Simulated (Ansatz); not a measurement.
**Run report: CH7AlB2O2, geometry relaxation (part 2 of 2)**

Continued. System: CH7AlB2O2. Method: RKS PBE0-D4/def2-SVP (Ansatz 0.2.0). It belongs to a series of runs on one base structure; here: end point A relaxed.

Geometry of the input (Å):
```
O  -2.3398  -1.0615  0.1657
B  -1.1193  -0.4059  0.5232
C  -0.0842  -0.0303  -0.6122
Al 1.6858  -1.0884  -0.3284
B  0.2798  1.5184  -0.5791
O  0.8500  2.1584  0.6331
H  -2.1834  -1.9885  0.1749
H  -0.8362  -0.1819  1.6571
H  -0.4613  -0.2731  -1.5532
H  1.5480  -2.6618  -0.6150
H  2.5448  -0.6943  0.9194
H  0.1171  2.1911  -1.5097
H  0.0191  2.4831  1.1389
```

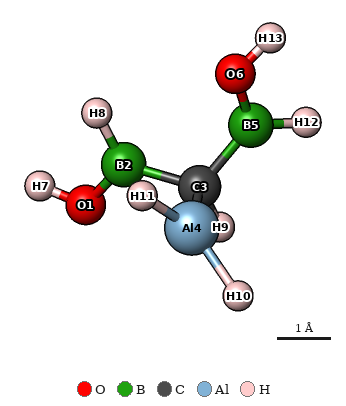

Fig. 1: The geometry at step 23 of the log (ball-and-stick view, seen at a tilt; atoms are numbered from 1 in the order of the input).

Trajectory as extended XYZ, continued
```
13
Properties=species:S:1:pos:R:3:forces:R:3 step=10 energy=-13179.74949
O    -2.0837   -1.4438   -0.0918   -0.8527  -0.3750   1.2622
B    -1.0722   -0.6532    0.3672   -0.3057   0.2294   0.0622
C    -0.0767   -0.0341   -0.6449   -0.1631  -0.0999  -0.0115
Al    1.5282   -1.0521   -0.1512    0.0455   0.0805  -0.0365
B     0.1537    1.4781   -0.4029    0.6911   0.0130  -0.1965
O     0.4930    1.9289    0.8377   -0.2106   0.2511  -0.0952
H    -2.6876   -1.7089    0.6524    0.9199   0.3196  -1.1830
H    -1.0034   -0.4248    1.5673    0.0313  -0.0788  -0.0888
H    -0.3642   -0.3007   -1.6756    0.0216   0.0004   0.0147
H     1.6898   -2.5001   -0.7900    0.0397   0.0063   0.0019
H     2.6126   -0.4719    0.8527    0.0064  -0.0316  -0.0168
H     0.1806    2.2671   -1.3480   -0.2104  -0.1271   0.2382
H     0.6504    2.8807    0.8418   -0.0131  -0.1879   0.0492
13
Properties=species:S:1:pos:R:3:forces:R:3 step=12 energy=-13179.79731
O    -2.0441   -1.5229   -0.0301   -0.2394  -0.2535  -0.0096
B    -1.1521   -0.6017    0.4011    0.2744   0.3678  -0.0430
C    -0.1203   -0.0399   -0.6092    0.0833  -0.0790  -0.0368
Al    1.4873   -1.0795   -0.1696    0.1463   0.1970  -0.1035
B     0.2224    1.4583   -0.4074    0.0457  -0.0716   0.1358
O     0.5130    1.9219    0.8413   -0.0999  -0.0132  -0.1887
H    -2.6458   -1.7821    0.6721   -0.1155  -0.0853   0.0150
H    -1.1725   -0.2371    1.5597   -0.0313  -0.0478   0.0597
H    -0.3694   -0.3368   -1.6408   -0.0691   0.0190  -0.0275
H     1.8328   -2.4125   -0.9654   -0.1021  -0.0229   0.0094
H     2.5260   -0.4998    0.8716    0.0645  -0.0612   0.1253
H     0.2544    2.2318   -1.3495   -0.0024  -0.0029   0.0197
H     0.6887    2.8657    0.8410    0.0455   0.0536   0.0442
13
Properties=species:S:1:pos:R:3:forces:R:3 step=14 energy=-13179.81756
O    -2.0772   -1.4935   -0.0226    0.0563   0.0225   0.0089
B    -1.1414   -0.6054    0.4164   -0.0486   0.0012   0.0150
C    -0.0997   -0.0598   -0.5929    0.0303   0.0677  -0.0784
Al    1.5383   -1.0605   -0.1811   -0.0006   0.0126  -0.0061
B     0.2163    1.4491   -0.4113    0.0113  -0.0283   0.0709
O     0.4722    1.9530    0.8270   -0.0213  -0.0147  -0.0676
H    -2.6889   -1.7484    0.6734   -0.0377  -0.0200   0.0203
H    -1.1526   -0.2706    1.5862    0.0140  -0.0144  -0.0028
H    -0.3667   -0.3431   -1.6255    0.0049  -0.0161   0.0272
H     1.8543   -2.3613   -1.0411   -0.0061   0.0099  -0.0030
H     2.5522   -0.5902    0.9458   -0.0089  -0.0096   0.0155
H     0.2575    2.1997   -1.3708    0.0044   0.0012  -0.0041
H     0.6561    2.8962    0.8111    0.0019  -0.0118   0.0042
13
Properties=species:S:1:pos:R:3:forces:R:3 step=16 energy=-13179.82309
O    -2.0562   -1.5146    0.0183   -0.0008  -0.0165   0.0039
B    -1.1377   -0.5951    0.4261    0.0019   0.0290  -0.0165
C    -0.1115   -0.0565   -0.6055   -0.0160  -0.0078   0.0109
Al    1.5214   -1.0602   -0.1824   -0.0509   0.0617   0.0137
B     0.2194    1.4467   -0.4291    0.0147   0.0194  -0.0431
O     0.4630    1.9561    0.8076    0.0112   0.0047   0.0230
H    -2.6633   -1.7655    0.7208    0.0009   0.0066   0.0036
H    -1.1416   -0.2286    1.5854   -0.0010  -0.0196   0.0058
H    -0.3760   -0.3489   -1.6350   -0.0005  -0.0067   0.0092
H     1.9141   -2.2528   -1.1477    0.0364  -0.0638  -0.0567
H     2.4354   -0.7016    1.0609    0.0132  -0.0017   0.0392
H     0.2892    2.1909   -1.3932   -0.0060  -0.0106   0.0069
H     0.6644    2.8953    0.7887   -0.0031   0.0053   0.0001
13
Properties=species:S:1:pos:R:3:forces:R:3 step=19 energy=-13179.83129
O    -2.0395   -1.5376    0.0742    0.0294   0.0261  -0.0403
B    -1.1426   -0.5798    0.4443    0.0024  -0.0407   0.0224
C    -0.1326   -0.0554   -0.6099   -0.0022  -0.0176   0.0376
Al    1.5009   -1.0591   -0.1871    0.0987  -0.0680   0.0777
B     0.2198    1.4450   -0.4562    0.0166   0.0462  -0.0521
O     0.4837    1.9691    0.7711    0.0201  -0.0194   0.0298
H    -2.6386   -1.7820    0.7850   -0.0050   0.0136   0.0364
H    -1.1401   -0.1806    1.5930   -0.0192  -0.0118  -0.0196
H    -0.3982   -0.3520   -1.6366   -0.0091  -0.0106  -0.0175
H     2.0716   -2.0681   -1.2865   -0.0382   0.0851   0.0427
H     2.2533   -0.9163    1.2145   -0.0798  -0.0028  -0.1098
H     0.2927    2.1754   -1.4301   -0.0109  -0.0072   0.0008
H     0.6900    2.9068    0.7389   -0.0028   0.0071  -0.0082
13
Properties=species:S:1:pos:R:3:forces:R:3 step=21 energy=-13179.84513
O    -2.0498   -1.5401    0.1062   -0.0219   0.0270   0.0552
B    -1.1496   -0.5800    0.4614    0.0742  -0.0243  -0.0723
C    -0.1437   -0.0760   -0.6073   -0.1267   0.1146  -0.0066
Al    1.5002   -1.0419   -0.1621    0.1311  -0.0968   0.0450
B     0.2087    1.4306   -0.4882    0.0436  -0.0740   0.0103
O     0.6080    1.9459    0.7108   -0.0228  -0.0062  -0.0871
H    -2.6352   -1.7658    0.8353   -0.0207  -0.0273  -0.0187
H    -1.1432   -0.1703    1.6049   -0.0062   0.0209   0.0074
H    -0.4265   -0.3754   -1.6302    0.0199  -0.0094   0.0304
H     2.2731   -1.7704   -1.3644   -0.0406   0.0954   0.1566
H     2.0234   -1.1472    1.3465   -0.0319  -0.0101  -0.1803
H     0.1749    2.1652   -1.4611   -0.0119  -0.0027   0.0397
H     0.7802    2.8907    0.6629    0.0138  -0.0070   0.0205
13
Properties=species:S:1:pos:R:3:forces:R:3 step=23 energy=-13179.85784
O    -2.0879   -1.5314    0.1233   -0.0115  -0.0023   0.0626
B    -1.1684   -0.5859    0.4672   -0.0055   0.0303  -0.0538
C    -0.1687   -0.0941   -0.6104   -0.0936   0.0178  -0.0281
Al    1.4955   -1.0212   -0.1481    0.2371  -0.0070  -0.0464
B     0.2043    1.4070   -0.5060    0.0158  -0.0314   0.0565
O     0.6822    1.9035    0.6758   -0.0320  -0.0090  -0.1696
H    -2.6660   -1.7503    0.8607   -0.0072  -0.0180  -0.0352
H    -1.1550   -0.1661    1.6073    0.0228   0.0067   0.0119
H    -0.4581   -0.3993   -1.6297    0.0164   0.0020   0.0322
H     2.4132   -1.5663   -1.3510   -0.1229   0.0703   0.1680
H     1.9529   -1.2308    1.3647   -0.0491  -0.0273  -0.0958
H     0.1168    2.1523   -1.4679    0.0138  -0.0105   0.0676
H     0.8597    2.8479    0.6287    0.0159  -0.0216   0.0302
13
Properties=species:S:1:pos:R:3:forces:R:3 step=25 energy=-13179.89854
O    -2.1407   -1.5369    0.1537    0.0082   0.0384  -0.0014
B    -1.2056   -0.5934    0.4608    0.0193  -0.0702   0.0210
C    -0.2280   -0.1204   -0.6411    0.0197  -0.0257   0.0141
Al    1.4965   -0.9234   -0.1100    0.0169   0.0639   0.0297
B     0.1882    1.3628   -0.5466    0.0296   0.0905   0.0882
O     0.8301    1.7895    0.5949   -0.0697  -0.0965  -0.2295
H    -2.6990   -1.7589    0.9044    0.0069   0.0092   0.0081
H    -1.1443   -0.1663    1.5995   -0.0211   0.0032  -0.0279
H    -0.5209   -0.4364   -1.6542   -0.0124  -0.0014   0.0140
H     2.5611   -1.2178   -1.2640   -0.0320   0.0473   0.0703
H     1.8145   -1.3161    1.3972   -0.0149  -0.0211  -0.0504
H     0.0293    2.1537   -1.4587    0.0147   0.0013   0.0529
H     1.0391    2.7290    0.5786    0.0348  -0.0387   0.0108
13
Properties=species:S:1:pos:R:3:forces:R:3 step=27 energy=-13179.97653
O    -2.1840   -1.5455    0.1761   -0.0359   0.0584  -0.0350
B    -1.2434   -0.5984    0.4508    0.1129  -0.1797   0.0556
C    -0.2839   -0.1414   -0.6710    0.0690   0.0307   0.0000
Al    1.4805   -0.8224   -0.0569    0.1199   0.2129   0.1065
B     0.1716    1.3262   -0.5908   -0.0714   0.1212   0.0719
O     0.9670    1.6624    0.4960   -0.0862  -0.2017  -0.2985
H    -2.7205   -1.7711    0.9412    0.0225   0.0202   0.0171
H    -1.1411   -0.1759    1.5897   -0.0566   0.0445  -0.0438
H    -0.5848   -0.4717   -1.6759   -0.0500  -0.0056   0.0119
H     2.6690   -0.8658   -1.1341   -0.1243   0.0273   0.1214
H     1.7113   -1.3936    1.4142   -0.0271   0.0007  -0.1116
H    -0.0591    2.1749   -1.4330    0.0656  -0.0331   0.0785
H     1.2376    2.5876    0.5085    0.0617  -0.0959   0.0260
13
Properties=species:S:1:pos:R:3:forces:R:3 step=29 energy=-13180.17356
O    -2.2219   -1.5663    0.1891   -0.0453   0.0614  -0.0165
B    -1.2753   -0.6156    0.4274    0.1873  -0.1769   0.0889
C    -0.3542   -0.1583   -0.7230    0.0621   0.2396  -0.0893
Al    1.4801   -0.5688    0.0420    0.1376  -0.1771   0.1964
B     0.1252    1.2868   -0.6515   -0.3004  -0.1256  -0.1197
O     1.1025    1.4288    0.3667   -0.0926   0.6259  -0.1493
H    -2.7291   -1.7899    0.9749    0.0379   0.0154  -0.0062
H    -1.1455   -0.1835    1.5635   -0.0475   0.0481  -0.0825
H    -0.6696   -0.5185   -1.7114   -0.0787  -0.0092   0.0294
H     2.7020   -0.5429   -0.9790   -0.0013  -0.0027  -0.0274
H     1.6442   -1.3547    1.4263   -0.0237   0.1170  -0.0781
H    -0.1261    2.2320   -1.3765    0.1626  -0.0848   0.1845
H     1.4883    2.3163    0.4661    0.0022  -0.5311   0.0698
13
Properties=species:S:1:pos:R:3:forces:R:3 step=32 energy=-13180.20343
O    -2.2023   -1.5701    0.1903   -0.0338  -0.0426   0.0044
B    -1.2478   -0.6259    0.4159    0.0174   0.0184   0.0075
C    -0.3671   -0.1480   -0.7559    0.0102   0.0554  -0.0252
Al    1.4684   -0.5609    0.0494    0.0222  -0.0060   0.0382
B     0.1004    1.2916   -0.6668   -0.0228  -0.0443  -0.0098
O     1.0656    1.4137    0.3690   -0.0509  -0.0581  -0.0542
H    -2.6868   -1.7982    0.9886    0.0073  -0.0010  -0.0001
H    -1.1132   -0.1802    1.5425    0.0055   0.0079  -0.0003
H    -0.7180   -0.5090   -1.7310   -0.0042  -0.0147   0.0093
H     2.6965   -0.5657   -0.9678   -0.0177   0.0070   0.0072
H     1.6143   -1.2928    1.4572   -0.0173   0.0147  -0.0408
H    -0.1057    2.2565   -1.3653    0.0185  -0.0116   0.0119
H     1.5160    2.2542    0.4886    0.0657   0.0750   0.0518
13
Properties=species:S:1:pos:R:3:forces:R:3 step=34 energy=-13180.20496
O    -2.1897   -1.5770    0.2035   -0.0030  -0.0014  -0.0034
B    -1.2433   -0.6195    0.4124    0.0173  -0.0180  -0.0002
C    -0.3722   -0.1436   -0.7686   -0.0282   0.0011   0.0243
Al    1.4607   -0.5569    0.0493   -0.0014  -0.0106   0.0021
B     0.0988    1.2920   -0.6767    0.0346   0.0110  -0.0309
O     1.0561    1.4076    0.3694   -0.0081  -0.0003   0.0154
H    -2.6659   -1.8014    1.0077    0.0053  -0.0003   0.0034
H    -1.1032   -0.1620    1.5336   -0.0068   0.0072  -0.0007
H    -0.7254   -0.5148   -1.7386    0.0040   0.0047  -0.0072
H     2.6938   -0.5513   -0.9595    0.0004  -0.0014  -0.0013
H     1.5886   -1.3097    1.4444   -0.0018   0.0037  -0.0009
H    -0.0864    2.2572   -1.3789   -0.0093   0.0075   0.0049
H     1.5085    2.2446    0.5169   -0.0030  -0.0034  -0.0056
13
Properties=species:S:1:pos:R:3:forces:R:3 step=36 energy=-13180.20526
O    -2.1831   -1.5848    0.2056    0.0146   0.0085  -0.0050
B    -1.2431   -0.6197    0.4117   -0.0152  -0.0093   0.0008
C    -0.3760   -0.1388   -0.7695    0.0002   0.0134   0.0019
Al    1.4547   -0.5585    0.0502    0.0111  -0.0030   0.0008
B     0.1027    1.2952   -0.6795   -0.0147   0.0076   0.0111
O     1.0565    1.4086    0.3701   -0.0014  -0.0048  -0.0086
H    -2.6566   -1.8108    1.0110    0.0049   0.0006   0.0026
H    -1.1077   -0.1572    1.5312   -0.0008   0.0018   0.0041
H    -0.7266   -0.5096   -1.7407    0.0013  -0.0004  -0.0029
H     2.6883   -0.5576   -0.9579    0.0009  -0.0013  -0.0021
H     1.5811   -1.3084    1.4464   -0.0041  -0.0017   0.0033
H    -0.0829    2.2628   -1.3787    0.0067  -0.0058  -0.0042
H     1.5130    2.2440    0.5147   -0.0035  -0.0055  -0.0018
```

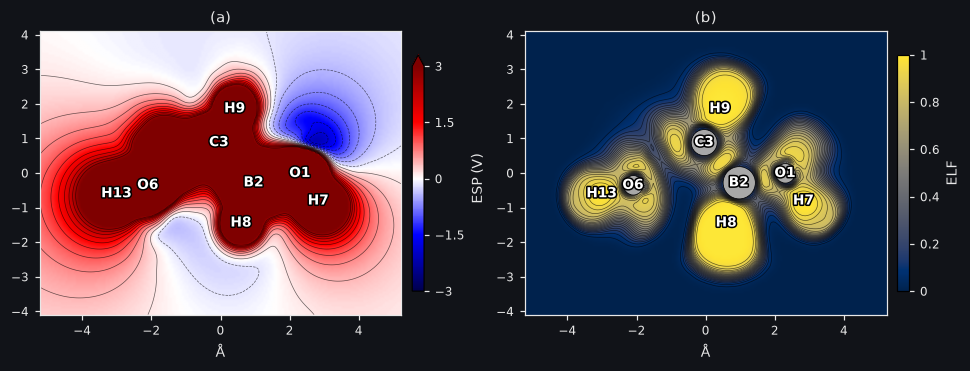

Fig. 2: (a) electrostatic potential; (b) electron localisation function on the plane of atoms B2, O1 and H7. Grey discs, where drawn, cover atomic cores. Atoms in the plane: O, B, C and H.

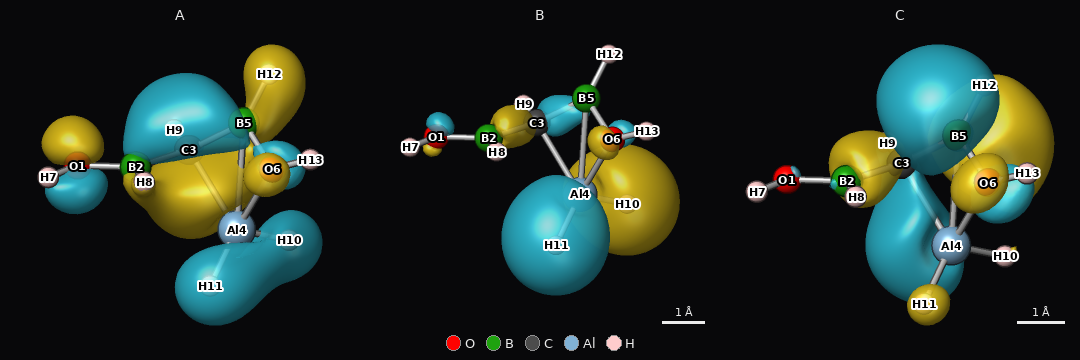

Fig. 3: Three frontier orbitals at ±0.08 Å⁻³ᐟ² (yellow and cyan are the two phases). B is the HOMO−1 (−7.80 eV). It lies mainly on Al4 (30 %), H10 (30 %) and H11 (30 %). A is the HOMO (−7.40 eV). By Hirshfeld shares it lies mainly on C3 (35 %), Al4 (15 %) and B5 (10 %). C is the LUMO (−0.44 eV). Its weight (Hirshfeld) is mainly on B5 (45 %), Al4 (15 %), O6 (10 %) and C3 (10 %). The HOMO–LUMO gap is 6.96 eV between the orbital energies.

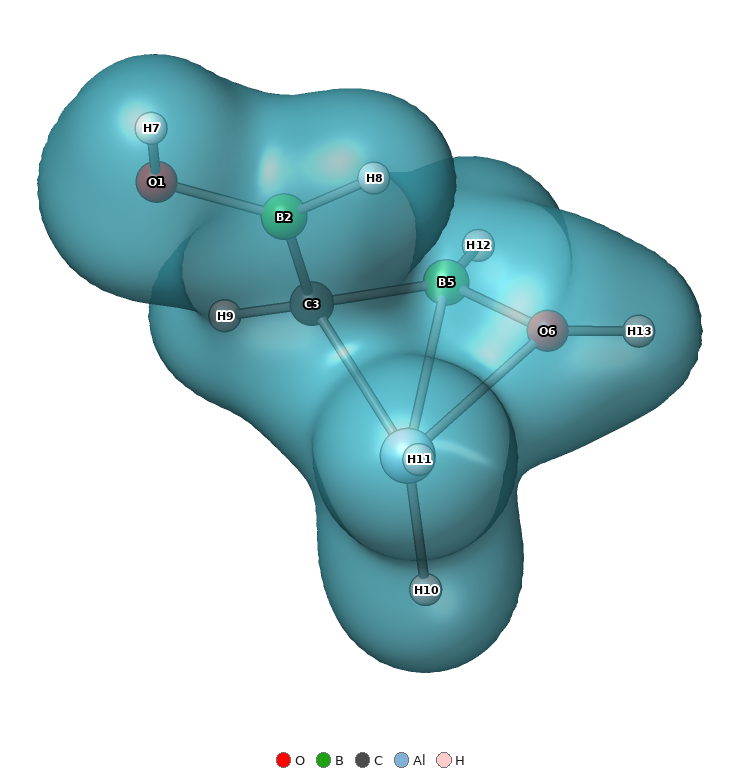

Fig. 4: Isosurface of the electron density at 0.1 e/Å³ (cyan), seen at an oblique angle. At this value the surface is in one piece. On the grid the lowest density along these lines, outside the cores, is 1.5 e/Å³ (B–O, 1.36 Å), 1.4 e/Å³ (C–B, 1.51 Å), 0.28 e/Å³ (Al–O, 2.03 Å) and 0.44 e/Å³ (C–Al, 2.05 Å).

Summary

```tsv
quantity	value
outcome	converged
total energy	−13180.2053 eV
mean-field energy	−13179.9655 eV
largest force (length of the vector) at the end	0.020 eV/Å
wall time	1.8 min (CPU time 3.4 min)
peak memory	0.31 GiB
```
